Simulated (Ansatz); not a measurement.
# CsPbF3: F → Br

Start from CsPbF3 in the cubic perovskite structure (space group Pm-3m, No. 221; a = 4.814 Å).

Modification: full substitution F → Br, then cell and atoms are relaxed.

Level of theory: PBEsol (Ansatz, a program for electronic structure, PAW, scalar-relativistic without spin-orbit coupling). k-mesh 6×6×6 (Γ-centred); smearing 0.05 eV (Fermi–Dirac), for the changed cell.

| quantity | base | changed | shift |
|---|---|---|---|
| volume per atom | 22.32 Å³ | 40.50 Å³ | +18.18 Å³ |
| density | 5.91 g/cm³ | 4.76 g/cm³ | -1.15 g/cm³ |
| lattice parameter a | 4.814 Å | 5.872 Å | +1.058 Å |
| space group | Pm-3m (No. 221) | Pm-3m (No. 221) | – |
| shortest interatomic distance | 2.407 Å | 2.936 Å | +0.529 Å |
| band gap | 2.62 eV | 1.43 eV | -1.19 eV |
| gap character | direct at R | direct at R | – |
| width of the top valence band | 3.56 eV | 2.07 eV | -1.49 eV |
| electron mass (degenerate bands, along [100]) | 0.21, 0.77, 0.77 mₑ (at R) | 0.077, 0.74, 0.74 mₑ (at R) | – |
| hole mass | – | 0.13 mₑ (at R) | – |

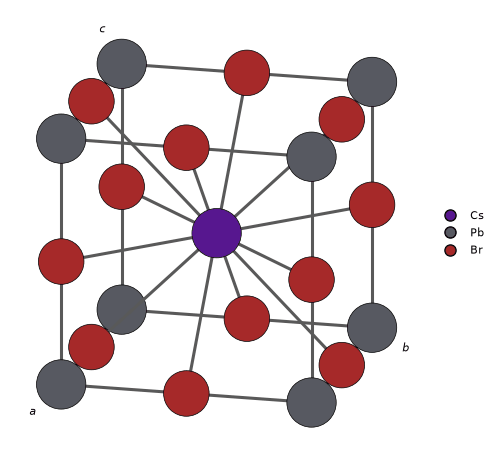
The relaxed conventional cell after the change

Spin-orbit coupling, missing from the scalar runs, can matter with Pb. Masses are band curvatures over ±0.01 Å⁻¹ around the edge. Stability against distortions was not tested. Many cubic perovskites are stable only at high temperature; tilts and polar distortions were not tested. This is not the structure that CsPbBr3 has at room temperature and ambient pressure.
